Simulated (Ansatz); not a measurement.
# Al2H2 (singlet): one geometry, many settings at angle Al2–Al1–H3 = 85.4°

What do other methods and options give for Al2H2 (singlet) at this geometry, and how long do they take?

Method: the settings change from run to run; program: Ansatz 0.2.0, Gaussian basis.

11 further runs of the same task are left out: 2 for a mislabelled method, 7 that didn't finish, 2 set aside as unsound or not needed.

## (1) The geometry

The geometry derives from a PBE0/def2-TZVP stationary point (not a proven minimum). One angle is set to the value named; bond lengths are kept.

4 atoms, charge 0, spin multiplicity 1.

Atoms are counted from 1 here; the program's logs count them from 0.

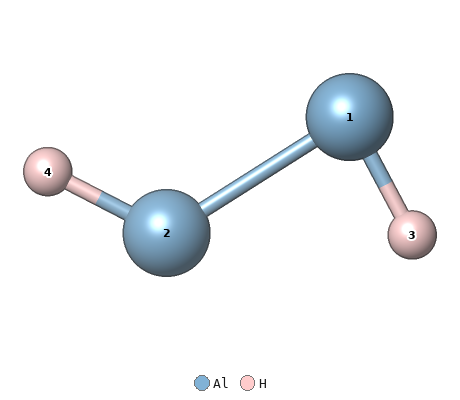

The structure; aluminium light blue, hydrogen pink; atoms are numbered from 1 in the order of the file.

## (2) CASSCF(6,4)/6-31G

in.yaml reads:

```yaml
crystal:
  periodic: [false, false, false]
  atoms:
    - {symbol: Al, position_ang: [0.000000, -0.548326, 1.216547]}
    - {symbol: Al, position_ang: [0.000000, 0.527341, -1.188597]}
    - {symbol: H, position_ang: [0.000000, 0.981052, 1.758006]}
    - {symbol: H, position_ang: [0.000000, -0.419288, -2.506197]}
basis:
  gaussian: {orbitals: 6-31G}
correlation: {active_space: {window: {electrons: 6, orbitals: 4}}}
```

Command:

```console
$ ansatz run in.yaml --threads 1 --pin off --events-out ev --progress --plain --max-ram 2393MiB
```

Standard output:

```text
Functional definition: HF
  name "HF"
  cite "Fock, Z. Phys. 61, 126 (1930) doi:10.1007/BF01340294"
  parent pbe
  exchange = exact_x
  correlation = 0
340 factors; integrals over basis functions are off by at most 1.5e-4 eV
mean field evaluation 1: about -13192.8575 eV, gradient 7.2e0 eV
mean field evaluation 2: about -13192.8598 eV, gradient 7.2e0 eV
mean field evaluation 4: about -13193.2864 eV, gradient 4.9e-1 eV
mean field evaluation 8: about -13193.2890 eV, gradient 3.8e-4 eV
mean field -13193.28902653 eV, -484.8444289926 hartree, gradient 4.6e-6 eV, S^2 0.000000; 0 other end points of the search recorded, 0 dependent functions left out
reference -13193.28902653 eV, -484.8444289926 hartree; 14, 14 occupied and 16, 16 virtual orbitals, 340 factors
state -13193.95441200 eV, -484.8688814575 hartree
Total energy: -13193.95441200 eV, -484.8688814575 hartree
```

It took 0.69 s on 1 thread of Arm Neoverse V1, shared host.

From the report: 16 determinants; active occupations 2.00, 2.00, 1.81, 0.20.

## (3) HF/6-31G*

Edit in.yaml of step 2 so:

```diff
@@ -8,3 +8,5 @@
 basis:
-  gaussian: {orbitals: 6-31G}
-correlation: {active_space: {window: {electrons: 6, orbitals: 4}}}
+  gaussian: {orbitals: "6-31G*"}
+magnetization: {spin_polarized: true, initial_magnetization: 0}
+hamiltonian: {xc: hf}
+output: {orbitals: {seedname: orbitals}}
```

The command is unchanged.

Standard output:

```text
Functional definition: HF
  name "HF"
  cite "Fock, Z. Phys. 61, 126 (1930) doi:10.1007/BF01340294"
  parent pbe
  exchange = exact_x
  correlation = 0
394 factors; integrals over basis functions are off by at most 7.5e-4 eV
mean field evaluation 1: about -13193.5335 eV, gradient 5.9e0 eV
mean field evaluation 2: about -13193.5470 eV, gradient 6.0e0 eV
mean field evaluation 4: about -13194.0421 eV, gradient 3.9e-1 eV
mean field evaluation 8: about -13194.0455 eV, gradient 2.8e-4 eV
mean field evaluation 16: about -13194.0641 eV, gradient 2.2e-1 eV
mean field evaluation 32: about -13194.0557 eV, gradient 2.0e0 eV
mean field evaluation 64: about -13192.1041 eV, gradient 5.0e0 eV
mean field evaluation 96: about -13193.3663 eV, gradient 4.6e0 eV
mean field -13194.36764422 eV, -484.8840674616 hartree, gradient 2.4e-5 eV, S^2 0.697489; 4 other end points of the search recorded, 0 dependent functions left out
reference -13194.36764422 eV, -484.8840674616 hartree; 14, 14 occupied and 28, 28 virtual orbitals, 394 factors
Total energy: -13194.36764422 eV, -484.8840674616 hartree
```

Wall time 0.78 s (1 thread of Arm Neoverse V1, shared host).

From the report: ⟨S²⟩ of the determinant 0.697 (pure singlet: 0.00). The determinant is far from a pure spin state, so its energy mixes those of several spin states (harmless only where they are near-degenerate, as at dissociation).

## (4) CCSD(T) on RHF/6-31++G**

Edit in.yaml of step 3 so:

```diff
@@ -8,5 +8,5 @@
 basis:
-  gaussian: {orbitals: "6-31G*"}
-magnetization: {spin_polarized: true, initial_magnetization: 0}
-hamiltonian: {xc: hf}
-output: {orbitals: {seedname: orbitals}}
+  gaussian: {orbitals: "6-31++G**"}
+magnetization: {spin_polarized: false}
+correlation: {method: ccsd_t, electrons: outside_noble_gas}
+output: {forces: true}
```

Same command.

Standard output, shortened:

```text
Functional definition: HF
  name "HF"
  cite "Fock, Z. Phys. 61, 126 (1930) doi:10.1007/BF01340294"
  parent pbe
[...]
476 factors; integrals over basis functions are off by at most 1.4e-3 eV
[...]
mean field -13194.14630816 eV, -484.8759335113 hartree, gradient 3.2e-6 eV, S^2 0.000000; 0 other end points of the search recorded, 0 dependent functions left out; unrestricted orbitals would lower it
10 core orbitals not correlated: weight in the atoms' cores, before any rotation towards them, 1.000 or more for the frozen orbitals, at most 0.000 for the correlated occupied ones
reference -13194.14630816 eV, -484.8759335113 hartree; 4, 4 occupied and 44, 44 virtual orbitals, 476 factors
second order -3.05992811 eV of doubles, -0.00000000 eV of singles
cycle   1  -3.68526206 eV  change   -6.3e-1 eV  update   9.1e-2
[...]
cycle  13  -4.03717776 eV  change   -1.7e-6 eV  update   1.8e-6
perturbative correction -0.13460284 eV, -0.0049465632 hartree
[...]
Total energy: -13198.31808877 eV, -485.0292436209 hartree
Atom 0 at     0.000000    -0.548326     1.216547 Å, force    -0.000000     0.429358    -0.033049 eV/Å
Atom 1 at     0.000000     0.527341    -1.188597 Å, force     0.000000    -0.641537    -0.403820 eV/Å
Atom 2 at     0.000000     0.981052     1.758006 Å, force    -0.000000    -0.040939     0.683069 eV/Å
Atom 3 at     0.000000    -0.419288    -2.506197 Å, force     0.000000     0.253119    -0.246200 eV/Å
Dipole moment:    -0.000000     0.060783    -0.075232 e Å
```

It took 1.8 s on 1 thread of Arm Neoverse V1, shared host.

From the report: correlation -4.1718 eV; T1 0.026; largest double amplitude 0.18.

## (5) BCCD(T) on RHF/cc-pVDZ

Edit in.yaml of step 4 so:

```diff
@@ -8,5 +8,5 @@
 basis:
-  gaussian: {orbitals: "6-31++G**"}
+  gaussian: {orbitals: cc-pVDZ}
 magnetization: {spin_polarized: false}
-correlation: {method: ccsd_t, electrons: outside_noble_gas}
+correlation: {method: bccd_t, electrons: all, diis_vectors: 2}
 output: {forces: true}
```

Launched as before.

Standard output, shortened:

```text
Functional definition: HF
  name "HF"
  cite "Fock, Z. Phys. 61, 126 (1930) doi:10.1007/BF01340294"
  parent pbe
[...]
448 factors; integrals over basis functions are off by at most 1.1e-3 eV
[...]
mean field -13194.88111653 eV, -484.9029372209 hartree, gradient 2.0e-6 eV, S^2 0.000000; 0 other end points of the search recorded, 0 dependent functions left out; unrestricted orbitals would lower it
reference -13194.88111653 eV, -484.9029372209 hartree; 14, 14 occupied and 32, 32 virtual orbitals, 448 factors
second order -3.49429862 eV of doubles, -0.00000000 eV of singles
cycle   1  -4.19544753 eV  change   -7.0e-1 eV  update   9.2e-2
[...]
cycle  21  -4.53579998 eV  change   -2.5e-8 eV  update   1.7e-6
perturbative correction -0.16700177 eV, -0.0061372018 hartree
[...]
Total energy: -13199.58391828 eV, -485.0757619974 hartree
Atom 0 at     0.000000    -0.548326     1.216547 Å, force     0.000000     0.285827     0.059975 eV/Å
Atom 1 at     0.000000     0.527341    -1.188597 Å, force    -0.000000    -0.537106    -0.448149 eV/Å
Atom 2 at     0.000000     0.981052     1.758006 Å, force    -0.000000     0.054013     0.727435 eV/Å
Atom 3 at     0.000000    -0.419288    -2.506197 Å, force    -0.000000     0.197267    -0.339260 eV/Å
Dipole moment:     0.000000     0.071547    -0.065146 e Å
```

Wall time 7 s (1 thread of Arm Neoverse V1, shared host).

From the report: correlation -4.7028 eV; largest double amplitude 0.19.

## (6) The runs in one table

Where basis and cores are those of an earlier FCI/6-31G run (-13196.1310 eV), and the state is the same kind, the miss against it is given.

| level | correlated | functions | energy (eV) | from FCI (meV) | time |
| --- | --- | --- | --- | --- | --- |
| CASSCF(6,4)/6-31G |  | 30 | -13193.9544 | 2176.6 | 0.69 s |
| HF/6-31G* |  | 42 | -13194.3676 |  | 0.78 s |
| CCSD(T) on RHF/6-31++G** | outside noble gas | 58 | -13198.3181 |  | 1.8 s |
| BCCD(T) on RHF/cc-pVDZ | all | 46 | -13199.5839 |  | 7 s |

## (7) Summary of results

| quantity | value |
| --- | --- |
| runs | 4 |
| quickest | CASSCF(6,4)/6-31G, 0.69 s |
| slowest | BCCD(T) on RHF/cc-pVDZ, 7 s |

**Reading.** Total energies in different bases, with other cores or another treatment of relativity can't be set against each other. BCCD(T) on RHF/cc-pVDZ took 10 times as long as CASSCF(6,4)/6-31G; the jobs differ in more than the method. Hartree-Fock, CASSCF and CASCI lack dynamic correlation by design.
